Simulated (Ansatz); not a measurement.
# Nb2B: a trial structure relaxed, part 2 of 2

Aim: relax a trial structure of Nb2B and see where it ends.

Ansatz 0.2.0; DFT PBE, scalar-relativistic, plane waves, PAW.

**4. Spin check on a coarse mesh**

File input.yaml:

```yaml
crystal:
  lattice:
    - [0.0, 3.6839948313, 3.6839948313]
    - [3.6839948313, 0.0, 3.6839948313]
    - [3.6839948313, 3.6839948313, 0.0]
  atoms:
    - { symbol: Nb, position: [0.625, 0.625, 0.625], spin: 1.0 }
    - { symbol: Nb, position: [0.125, 0.625, 0.625], spin: 1.0 }
    - { symbol: Nb, position: [0.625, 0.625, 0.125], spin: 1.0 }
    - { symbol: Nb, position: [0.625, 0.125, 0.625], spin: 1.0 }
    - { symbol: B, position: [0.0, 0.0, 0.0] }
    - { symbol: B, position: [0.25, 0.25, 0.25] }
basis:
  ecutwfc: 420
kpoints:
  mp_grid: { grid: [4, 4, 4] }
hamiltonian:
  xc: pbe
scf:
  occupations: { method: gaussian, width: 0.1 }
  lower_state_search: "off"
output:
  forces: true
  stress: true
  eigenvalues: true
  populations: true
magnetization:
  spin_polarized: true
```

Started as:

```bash
$ ansatz run input.yaml --threads 1 --pin off --max-ram 2560MiB --backend cpu --events-out ev --progress --plain --runs-dir out
```

The program printed, cut to the lines that bear on the results:

```text
[...]
SCF converged after 15 iterations
Magnetization: 0.0000 μB (29.0000 up, 29.0000 down)
Absolute magnetization: 0.0000 μB (∫|ρ↑−ρ↓|, with the PAW one-centre terms)
Spin contamination: 0.0000 ħ² per cell (⟨S²⟩ above its minimum at these occupations)
Per-site moments (μB) at R_I (Å): [(1.295877595389712e-6, 1.0745533124157236), (1.295877595370085e-6, 1.0745533124157236), (1.2958775953661282e-6, 1.0745533124157236), (1.2958775954293238e-6, 1.0745533124157236), (8.073662025068104e-6, 1.260025447831295), (8.07366202537135e-6, 1.260025447831295)]
Free energy (F): -18512.079044 eV
[...]
E sigma→0 (E₀):  -18512.062399 eV
Entropy (-TS):   -0.033292 eV (-5.549 meV/atom)
Fermi energy:    14.108832 eV
[...]
--- Forces (eV/Å), atoms counted from 1 ---
  atom   1  Nb     0.00000000     0.00000000    -0.00000000
  atom   2  Nb     0.00000000    -0.00000000     0.00000000
  atom   3  Nb     0.00000000    -0.00000000     0.00000000
  atom   4  Nb     0.00000000    -0.00000000    -0.00000000
  atom   5  B      0.00000000    -0.00000000     0.00000000
  atom   6  B      0.00000000     0.00000000     0.00000000
[...]
--- Stress (GPa, compression-positive) ---
        0.006351       0.000000      -0.000000
       -0.000000       0.006351       0.000000
        0.000000      -0.000000       0.006351
  P = ⅓ Tr σ = 0.0064 GPa (0.064 kbar)
--- Band table (eV; the first three rows and the last of 16) ---
[...]
--- Löwdin populations: 6 sites ---
  site symbol       q [e]    m [muB]
     0     Nb     12.7371     0.0000
     1     Nb     12.7371     0.0000
     2     Nb     12.7371     0.0000
     3     Nb     12.7371     0.0000
     4      B      3.4464     0.0000
     5      B      3.4464     0.0000
  spilling = 0.002736 (of n_electrons = 58.000000)
```

It took 7.3 s on 1 thread of Arm Neoverse V1, shared host; peak memory 0.35 GiB.

By site:

```
atom  Löwdin electrons
 Nb1             12.74
 Nb2             12.74
 Nb3             12.74
 Nb4             12.74
  B5              3.45
  B6              3.45
```

The Löwdin counts miss 0.16 of the 58 electrons, which the atomic orbitals do not span, so they are no charges.

The same cell is solved with trial moments on Nb. The largest site moment that stays is 0.00 μB and the cell's total 0.00 μB. The workflow keeps spin only above 0.25 μB on a site, so the next run goes without spin.

**5. Relaxation on the finer mesh**

The end of the coarse run is made exact in the group found at a tolerance of 0.06 Å and reduced to its primitive cell.

File input.yaml:

```yaml
crystal:
  lattice:
    - [0.0, 3.6839948313, 3.6839948313]
    - [3.6839948313, 0.0, 3.6839948313]
    - [3.6839948313, 3.6839948313, 0.0]
  atoms:
    - { symbol: Nb, position: [0.625, 0.625, 0.625] }
    - { symbol: Nb, position: [0.125, 0.625, 0.625] }
    - { symbol: Nb, position: [0.625, 0.625, 0.125] }
    - { symbol: Nb, position: [0.625, 0.125, 0.625] }
    - { symbol: B, position: [0.0, 0.0, 0.0] }
    - { symbol: B, position: [0.25, 0.25, 0.25] }
basis:
  ecutwfc: 420
kpoints:
  mp_grid: { grid: [10, 10, 10] }
hamiltonian:
  xc: pbe
scf:
  occupations: { method: gaussian, width: 0.1 }
output:
  forces: true
  stress: true
  eigenvalues: true
  write_density: true
  write_potential: true
  elf: true
  volumetric_format: npy
relax:
  adjacent_minimum: "off"
  f_tol: 0.01
  max_steps: 80
  cell: { stress_tol: 0.05 }
```

Started as:

```bash
$ ansatz run input.yaml --threads 1 --pin off --max-ram 2560MiB --backend cpu --events-out ev --progress --plain --runs-dir out
```

The program printed, cut to the lines that bear on the results:

```text
Warning: RAYON_NUM_THREADS=1 ignored (pool sized by the plan → 1); use --threads N
[...]
[... 4 set-up lines as earlier in the session ...]
[...]
Crystal: 6 atoms, lattice volume = 99.997 Å³
Basis set: ecut = 420 eV, 1917 PW (Γ), exchange–correlation on 72×72×72 points (8 copies of the dense FFT grid, shifted against one another)
Bands: 35, of which v1, the nominal top of the filled ones, is band 29 counted from 1 (28 counted from 0)
[... 1 set-up line as earlier in the session ...]
Space group: Fd-3m (ITA 227), of the structure as read, at distance tolerance 4.6e-5 Å
k-points: 47 of 1000
[...]
SCF iter   1: F=—  HF=-18512.179493 eV  |F-HF|=—  |Δ(HF+E_count)|=         —  Δρ=3.93e-3  dr2=5.91e-3  ethr=1.77e-3  ⟨swp⟩=5.0  Hψ=6607  notcnv=0
[...]
        0.000000      -0.006014      -0.000000
        0.000000       0.000000      -0.006014
  P = ⅓ Tr σ = -0.0060 GPa (-0.060 kbar)
--- Band table (eV; the first three rows and the last of 47) ---
[...]
--- Relaxed structure (3 steps of the walk, 3 accepted, 1 SCFs on fresh bases) ---
  F+E_penalty+E_count = -18512.18298940 eV   max|allowed force component| = 1.442e-16 eV/Å   (the final SCF, on the basis selected at the relaxed cell)
  cell:  # Å, volume = 99.4567 Å³
    - [1.9107645123358462e-35, 3.6773472297940555, 3.6773472297940555]
    - [3.6773472297940555, 6.369215041119489e-35, 3.6773472297940555]
    - [3.6773472297940555, 3.6773472297940555, -1.2101508578127028e-34]
  atoms:
    - { symbol: Nb, position: [0.625, 0.625, 0.625] }
    - { symbol: Nb, position: [0.125, 0.625, 0.625] }
    - { symbol: Nb, position: [0.625, 0.625, 0.125] }
    - { symbol: Nb, position: [0.625, 0.125, 0.625] }
    - { symbol: B, position: [2.096577737346451e-34, -1.8696753848197752e-35, -1.5701642794845715e-34] }
    - { symbol: B, position: [0.24999999999999997, 0.24999999999999997, 0.24999999999999997] }
```

It took 39 s on 1 thread of Arm Neoverse V1, shared host; peak memory 0.41 GiB.

The steps of the relaxation:

| step | E - E(step 1) (eV/cell) | largest force component (eV/Å) | pressure (GPa) | volume (Å³) |
| --- | --- | --- | --- | --- |
| 1 | 0.0000 | 0.0000 | -0.69 | 100.00 |
| 2 | -0.0008 | 0.0000 | 0.55 | 99.03 |
| 3 | -0.0014 | 0.0000 | 0.00 | 99.46 |
| 4 | -0.0012 | 0.0000 | -0.01 | 99.46 |

Step 1 is the start. Step 4 repeats the geometry before it on a plane-wave basis chosen anew for that cell, so its energy need not be comparable with the rows above.

Lengths and angles in the start's conventional setting:

|  | before | after | change |
| --- | --- | --- | --- |
| a (Å) | 7.368 | 7.355 | -0.2 % |
| b (Å) | 7.368 | 7.355 | -0.2 % |
| c (Å) | 7.368 | 7.355 | -0.2 % |
| volume (Å³/atom) | 16.67 | 16.58 | -0.5 % |
| shortest distance (Å) | 2.605 | 2.600 | -0.2 % |
| space group (0.01 Å) | Fd-3m | Fd-3m | same |

The run keeps the 48 symmetry operations of the start, so it could not have lowered the symmetry.

Axes a, b and c in the maps are those of this run's conventional cell (a, b, c = 7.355, 7.355, 7.355 Å).

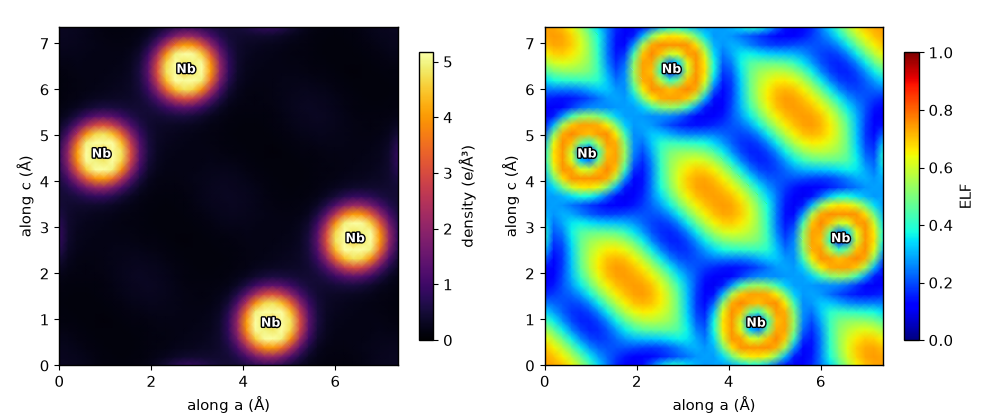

Density (left) and ELF (right) in a lattice plane of the grid's cell (edges 7.35 and 7.35 Å, at 0.125 of the third edge), which holds Nb. Only atoms in the plane are labelled. Both are smooth fields of the valence electrons: close to the nuclei they are not physical.

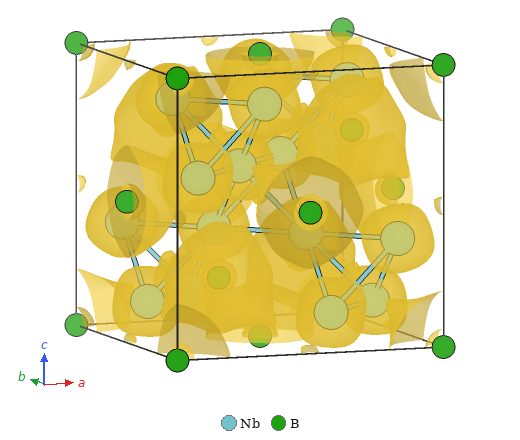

Surface of ELF = 0.41, drawn in one cell.

Maxima of ELF outside the ion cores: 0.81 in the shell around B, 0.8 Å from B; 0.47 between the atoms, 1.6 Å from Nb.

**6. Outcome**

The summary covers parts 1 to 2. Changes of volume or cell count from the first structure of part 1.

```
                              quantity                                                                      value
symmetry at the end (tolerance 0.05 Å)                                                space group Fd-3m (No. 227)
                     conventional cell  a = 7.355 Å, b = 7.355 Å, c = 7.355 Å, α = 90.00°, β = 90.00°, γ = 90.00°
                                volume                                                              16.58 Å³/atom
              energy over the elements                                                              +1.47 eV/atom
                       gap on the mesh                                                               none (metal)
```

**Reading.** The space group Fd-3m (No. 227) is kept, and the volume per atom grows by 24.0 % from the first guess. The formation energy is positive, so the separate elements lie lower. No finished test with a distortion of lower symmetry is shown, so the end may be a saddle point. Other magnetic orders were not searched.
